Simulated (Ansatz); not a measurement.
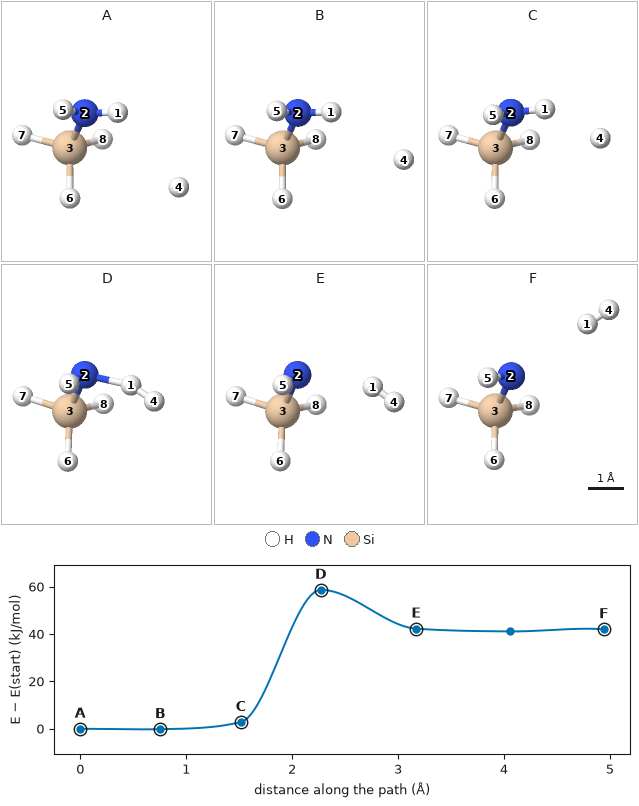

A search for the minimum-energy path of SiNH₆ (multiplicity 2), made up of SiNH$_{5}$ and H by the nudged elastic band. Images are numbered from 0 (start) to 6 (end). Frames A to F are images 0, 1, 2, 3, 4, 6. Style: ball-and-stick. Shown from a free direction.

These are results of UKS PBE0-D4/def2-SVP in Ansatz 0.2.0, not measurements.

Input file:
```yaml
crystal:
  periodic: [false, false, false]
  atoms:
    - {symbol: H, position_ang: [0.945606, -0.693227, 1.105243]}
    - {symbol: N, position_ang: [0.973777, 0.161078, 0.572213]}
    - {symbol: Si, position_ang: [-0.176810, 0.417266, -0.680821]}
    - {symbol: H, position_ang: [-1.478620, -2.297776, 1.090859]}
    - {symbol: H, position_ang: [1.253149, 0.934140, 1.154522]}
    - {symbol: H, position_ang: [-1.583110, 0.661239, -0.238931]}
    - {symbol: H, position_ang: [0.255498, 1.607961, -1.457414]}
    - {symbol: H, position_ang: [-0.189488, -0.790780, -1.545672]}
basis:
  gaussian: {orbitals: def2-SVP}
magnetization: {spin_polarized: true, initial_magnetization: 1}
hamiltonian: {xc: pbe0, dispersion: d4}
neb:
  images: 5
  climbing: true
  max_iterations: 40
  initial_path: idpp
  final_atoms:
    - {symbol: H, position_ang: [0.089759, -2.249702, 1.527810]}
    - {symbol: N, position_ang: [0.364274, 0.267867, 0.617903]}
    - {symbol: Si, position_ang: [-0.195349, 0.855602, -0.936101]}
    - {symbol: H, position_ang: [-0.002815, -2.958794, 1.749029]}
    - {symbol: H, position_ang: [0.817908, 1.001217, 1.167658]}
    - {symbol: H, position_ang: [-1.226606, 1.911428, -0.722268]}
    - {symbol: H, position_ang: [0.938137, 1.442170, -1.707212]}
    - {symbol: H, position_ang: [-0.785308, -0.269887, -1.696819]}
```

Command:
```bash
ansatz run in.yaml --threads 2 --pin off --events-out ev --progress --plain --max-ram 4352MiB
```

> Read off the barrier and say what moves.

A hydrogen atom shifts from one atom to another. Breaking: H1–N2 (1.01 → 1.43 at the top → 2.69 Å). Forming: H1–H4 (2.91 → 0.86 at the top → 0.75 Å). The energy climbs by 58.7 kJ/mol to image 3 and then falls by 16.6 kJ/mol, so the end point sits at +42.0 kJ/mol. The band converged in 18 iterations. The largest component of the band force went from 4.8 to 0.045 eV/Å. The climbing image converged on the top of the path. Its curvatures weren't checked. The largest force component is 0.25 eV/Å at the start and 0.54 eV/Å at the end; an end with forces this large is no minimum, and the barrier measured from it can be far off.

Limits of the set-up: the start holds two separate molecules, 2.9 Å apart at their closest, whose relative position is a soft coordinate.

The run took 2.8 min on 2 threads of Arm Neoverse V1 (shared host).
